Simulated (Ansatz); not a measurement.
```xyz
4

Si   -2.3210    1.0325    0.2799
Si   -0.5923   -0.4169    0.6466
S     1.0131    0.1601   -0.6424
H     1.9002   -0.7757   -0.2841
```

⟨S²⟩ = 0.96, above the pure value of 0.75.

All numbers below come from UKS BHLYP-D4/6-31G* (Ansatz 0.2.0).

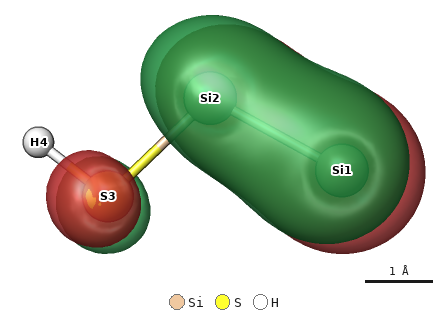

HSSi2 (doublet). One frontier orbital at ±0.1 Å⁻³ᐟ² (green and red are the two phases), seen across its widest extent.

Question: Which orbital is it: HOMO (β) or LUMO (β)?

Answer: The LUMO (β), at −2.64 eV. By Hirshfeld shares it lies mainly on Si1 (about 50 %), Si2 (about 40 %) and S3 (about 10 %); it changes sign across the molecular plane (π type); π-bonding across Si1–Si2.
